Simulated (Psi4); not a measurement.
# HF/cc-pVTZ (density fitting, sweep point 6) run of AlBNH4F (SMILES [NH2][AlH][BH]F)

Aim: the vertical ionisation energy of AlBNH4F at HF/cc-pVTZ (density fitting, sweep point 6), from 2 runs. 

Program for the calculation: Psi4 1.11.

## Step 1: The molecule

AlBNH4F has 8 atoms, charge 0, and is taken as a singlet. As SMILES, `[NH2][AlH][BH]F`. Geometry: relaxed at PBE0-D4/def2-TZVP. This is one conformer, not always the lowest.

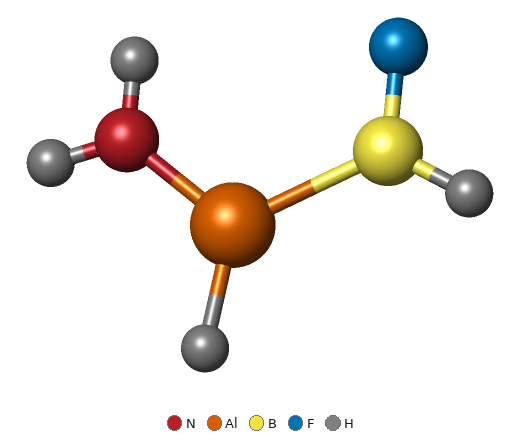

Viewed from a chosen angle; nitrogen red, aluminium orange, boron yellow, fluorine blue, hydrogen grey.

## Step 2: A single-point energy at HF/cc-pVTZ (density fitting, sweep point 6)

albfh4n.inp reads:

```
memory 1600 mb

molecule geom {
  0 1
  N     -1.034900     1.238000     0.178100
  Al     0.358400     0.247200     0.637000
  B      0.824000    -1.438600    -0.645900
  F      0.022100    -1.693000    -1.675500
  H     -1.365500     2.050100     0.674400
  H     -1.614500     1.063500    -0.627700
  H      1.149400     0.679500     1.946200
  H      1.753200    -2.203800    -0.542400
  units angstrom
  symmetry c1
}

set {
  basis    cc-pVTZ
  puream   true
  scf_type df
}

e = energy('scf')
```

Run with:

```
$ psi4 -i albfh4n.inp -o albfh4n.out -n 1
```

albfh4n.out (excerpt; [...] marks lines left out):

```text
[...]
  Running in c1 symmetry.
[...]
  Nuclear repulsion =  128.701780416363988
[...]
  Multiplicity = 1
[...]
  Nalpha       = 19
  Nbeta        = 19
[...]
    Number of basis functions: 180
[...]
   @DF-RHF iter   1:  -422.82458343049041   -1.23919e+00   3.14362e-03 DIIS/ADIIS
[...]
   @DF-RHF iter   8:  -422.96088995788995   -5.23831e-08   2.82919e-07 DIIS
[...]
    Orbital Energies [Eh]
    ---------------------
    Doubly Occupied:
       1A    -58.449907     2A    -26.297262     3A    -15.522542
       4A     -7.652100     5A     -4.867241     6A     -3.182359
       7A     -3.180574     8A     -3.179983     9A     -1.607640
      10A     -1.104496    11A     -0.777922    12A     -0.693184
      13A     -0.663861    14A     -0.636048    15A     -0.605030
      16A     -0.566464    17A     -0.462863    18A     -0.398665
      19A     -0.375625
[...]
  @DF-RHF Final Energy:  -422.96088995788995
   => Energetics <=
    Nuclear Repulsion Energy =            128.7017804163639880
    One-Electron Energy =                -842.8777947169148774
    Two-Electron Energy =                 291.2151243426608858
    Total Energy =                       -422.9608899578899468
[...]
 Multipole Moments:
 ------------------------------------------------------------------------------------
     Multipole            Electronic (a.u.)      Nuclear  (a.u.)        Total (a.u.)
 ------------------------------------------------------------------------------------
 L = 1.  Multiply by 2.5417464519 to convert [e a0] to [Debye]
 Dipole X            :          1.1429655           -1.2650672           -0.1221017
 Dipole Y            :         -4.2399557            4.5014775            0.2615218
 Dipole Z            :         -3.0636856            3.1839499            0.1202643
 Magnitude           :                                                    0.3126755
[...]
```

Run time: 4.2 s. Hardware: 1 thread of Intel Xeon at 2.60GHz (Ice Lake), shared host; peak memory 0.39 GiB.

## Step 3: The doublet cation, same level

job.in reads:

```
memory 1600 mb

molecule m {
  1 2
  N     -1.034900     1.238000     0.178100
  Al     0.358400     0.247200     0.637000
  B      0.824000    -1.438600    -0.645900
  F      0.022100    -1.693000    -1.675500
  H     -1.365500     2.050100     0.674400
  H     -1.614500     1.063500    -0.627700
  H      1.149400     0.679500     1.946200
  H      1.753200    -2.203800    -0.542400
  symmetry c1
}

set reference uhf
set puream true
set scf_type df
set maxiter 100

E, wfn = energy('hf/cc-pVTZ', return_wfn=True)
print_variables()
```

Run with:

```
$ psi4 -n 1 job.in job.out
```

job.out (excerpt; [...] marks lines left out):

```text
[...]
  Running in c1 symmetry.
[...]
  Nuclear repulsion =  128.701780416363988
[...]
  Multiplicity = 2
[...]
  Nalpha       = 19
  Nbeta        = 18
[...]
    Number of basis functions: 180
[...]
   @DF-UHF iter   1:  -422.46299872884265   -8.77606e-01   3.17252e-03 ADIIS/DIIS
[...]
   @DF-UHF iter  10:  -422.62769185489958   -5.46425e-07   9.71161e-07 DIIS
[...]
   @S^2 Observed:                7.742343659E-01
[...]
    Orbital Energies [Eh]
    ---------------------
    Alpha Occupied:
       1A    -58.720910     2A    -26.567176     3A    -15.717153
       4A     -7.974100     5A     -5.135784     6A     -3.453711
       7A     -3.449262     8A     -3.446195     9A     -1.869636
      10A     -1.292727    11A     -1.048369    12A     -0.966695
      13A     -0.915811    14A     -0.897509    15A     -0.822590
      16A     -0.801595    17A     -0.722504    18A     -0.681255
      19A     -0.583453
    Alpha Virtual:
      20A     -0.205215    21A     -0.081282    22A     -0.071933
      23A     -0.067607    24A     -0.017191    25A      0.024590
[...]
  @DF-UHF Final Energy:  -422.62769185489958
   => Energetics <=
    Nuclear Repulsion Energy =            128.7017804163639880
    One-Electron Energy =                -833.5143957694797336
    Two-Electron Energy =                 282.1849234982161079
    Total Energy =                       -422.6276918548995809
  UHF NO Occupations:
  HONO-2 :   17  A 1.9968608
  HONO-1 :   18  A 1.9918926
  HONO-0 :   19  A 1.0000000
  LUNO+0 :   20  A 0.0081074
  LUNO+1 :   21  A 0.0031392
[...]
 Multipole Moments:
 ------------------------------------------------------------------------------------
     Multipole            Electronic (a.u.)      Nuclear  (a.u.)        Total (a.u.)
 ------------------------------------------------------------------------------------
 L = 1.  Multiply by 2.5417464519 to convert [e a0] to [Debye]
 Dipole X            :          2.1654499           -1.2650672            0.9003827
 Dipole Y            :         -4.8088881            4.5014775           -0.3074106
 Dipole Z            :         -2.6137225            3.1839499            0.5702273
 Magnitude           :                                                    1.1092112
[...]
```

Run time: 4.8 s. Hardware: 1 thread of Intel Xeon at 2.60GHz (Ice Lake), shared host; peak memory 0.39 GiB.

## Step 4: Outcome

At HF/cc-pVTZ (density fitting, sweep point 6):

```
                                          quantity          value
                     singlet AlBNH4F: total energy  -422.96089 Eh
                    singlet AlBNH4F: dipole moment         0.79 D
                      singlet AlBNH4F: HOMO energy      -10.22 eV
                      singlet AlBNH4F: LUMO energy        1.00 eV
                    singlet AlBNH4F: HOMO–LUMO gap       11.22 eV
                      doublet cation: total energy  -422.62769 Eh
doublet cation: HOMO energy (highest over α and β)      -15.88 eV
 doublet cation: LUMO energy (lowest over α and β)       -7.99 eV
                              doublet cation: ⟨S²⟩          0.774
vertical ionisation energy (to the doublet cation)       9.067 eV
```

Removing an electron at fixed nuclei costs 9.07 eV (875 kJ/mol). −ε(HOMO) before ionisation, 10.22 eV, is 1.15 eV above this ionisation energy.
